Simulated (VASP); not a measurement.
Band structure of Nb (space group Fm-3m). Method: r2SCAN meta-GGA, VASP's PBE PAW potentials (set 64) (plane waves; VASP).

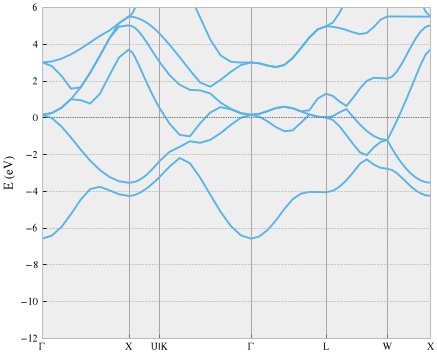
Fig. 1. Bands along high-symmetry lines, zero at the valence-band maximum or, without a gap, the Fermi level

Problem. Read the plot: is there a gap, and where are the band edges?

Solution. It has no gap at this level: it comes out as a metal or semimetal.

The structure comes from a measured Nb entry (Fm-3m) of the Crystallography Open Database, whose conditions weren't checked. It was relaxed first.
